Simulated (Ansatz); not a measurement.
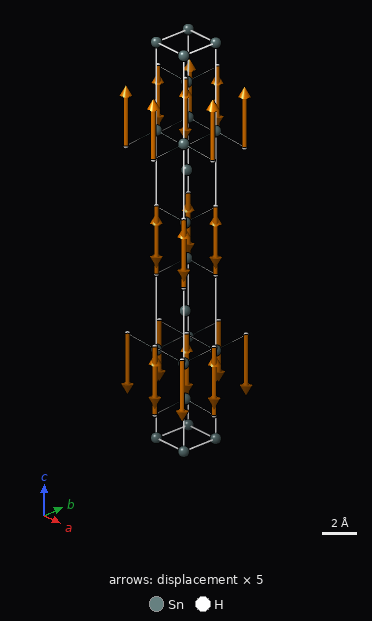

A relaxation of a crystal of Sn$_{3}$H$_{2}$ (built on the tetradymite_166 type). The starting structure is drawn; orange arrows show the displacements (the part carried along by the change of the cell is left out), magnified 5 times.

A ball-and-stick model of the conventional cell (3 times the calculation's cell), seen slightly off an axis. Lengths and directions refer to the drawn axes.

Case: tetradymite type (R-3m, No. 166).

Level of theory: DFT PBE, scalar-relativistic, plane waves, PAW in Ansatz. (plane-wave cutoff 420 eV; k-point mesh 12 × 12 × 12; occupations gaussian; smearing width 0.1 eV; no spin polarisation; cell and atoms relaxed; force threshold 0.01 eV/Å; at most 80 steps)

Question: Atoms of which element are displaced furthest, and by how much?

Answer: Hydrogen: up to 0.78 Å, against 0.09 Å for tin.

Question: Describe the change and its energy.

Answer: The largest moves relative to the cell, 0.78 Å, are those of H atoms. By element the largest moves are H 0.78 Å, Sn 0.09 Å. Cell: a = b 3.597 → 3.704 Å (+3.0 %), c 24.832 → 23.560 Å (−5.1 %). Volume +0.6 %. Near-neighbour distances that change, for instance: H–Sn 2.197 → 2.147 Å. The space group stays R-3m (No. 166). The energy falls by 64.1 meV per atom in 9 accepted moves (11 points after the start). The largest force component goes from 0.15 to 0.0004 eV/Å. Pressure: 0.29 GPa at the start and 0.01 GPa at the end. The line search rejected the trial step at point 4 of the run. At 1 point the geometry stayed and the basis and grid were re-selected for the new cell (energy shift of 0.2 meV per atom at most each time).
